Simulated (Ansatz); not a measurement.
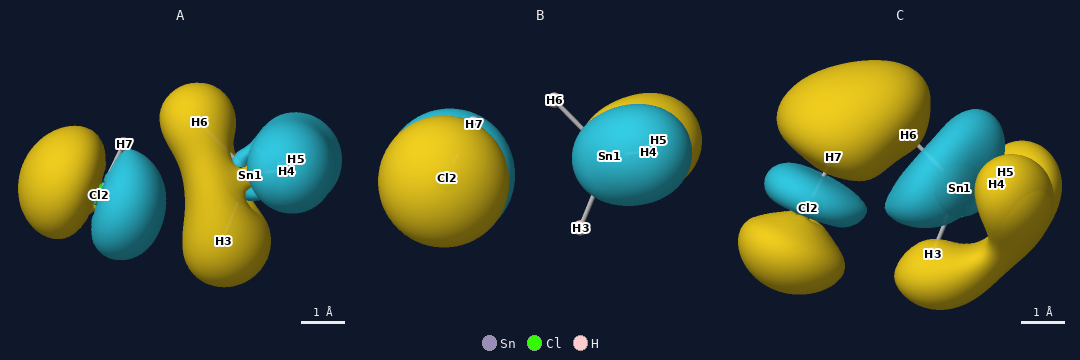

Figure. H4Sn···HCl. Three frontier orbitals at ±0.06 Å⁻³ᐟ² (yellow and cyan are the two phases), in no order.

Core potentials replace the inner electrons of Sn; not at a stationary point (largest force 1.0 eV/Å).

These are results of Ansatz 0.2.0, RKS B3LYP-D4/def2-mTZVP, not measurements.

Input

```
crystal:
  periodic: [false, false, false]
  atoms:
    - { symbol: Sn, position_ang: [0.0, 0.0, 0.0] }
    - { symbol: Cl, position_ang: [0.0, 0.0, 2.76] }
    - { symbol: H, position_ang: [1.6408, 0.0, -0.5794] }
    - { symbol: H, position_ang: [-0.8195, 1.4198, -0.5794] }
    - { symbol: H, position_ang: [-0.8195, -1.4198, -0.5794] }
    - { symbol: H, position_ang: [-1.9359, 0.0, 0.6433] }
    - { symbol: H, position_ang: [-1.6217, 0.0, 1.6527] }
basis:
  gaussian: { orbitals: def2-mTZVP }
hamiltonian:
  xc: b3lyp
  dispersion: d4
relax:
  f_tol: 0.15
  max_steps: 25
  restrain:
    - { distance: [0, 5], at: 1.74, k: 30.0 }
    - { distance: [6, 1], at: 1.37, k: 30.0 }
    - { distance: [0, 1], at: 3.61, k: 30.0 }
    - { distance: [6, 5], at: 1.86, k: 30.0 }
output:
  orbitals: {}
```

Launched as:

```sh
ansatz run input.yaml --threads 1 --pin off --max-ram 2048MiB --backend cpu --events-out ev --progress --plain --runs-dir out
```

The fields are those of the run's last geometry, not of the input's.

Order the three orbitals by energy and name them.

B is the HOMO−1 (−9.01 eV). It lies mainly on Cl2 (about 75 %) and Sn1 (about 10 %); largely a lone pair of Cl2. A is the HOMO (−8.57 eV). By Hirshfeld shares it lies mainly on Cl2 (about 50 %), Sn1 (about 20 %), H3 (about 10 %), H4 (about 5 %) and H5 (about 5 %). C is the LUMO (−0.92 eV). Its weight (Hirshfeld) is mainly on Sn1 (about 30 %), Cl2 (about 25 %), H7 (about 25 %) and H6 (about 15 %).

What is the HOMO–LUMO gap?

7.65 eV between the orbital energies.
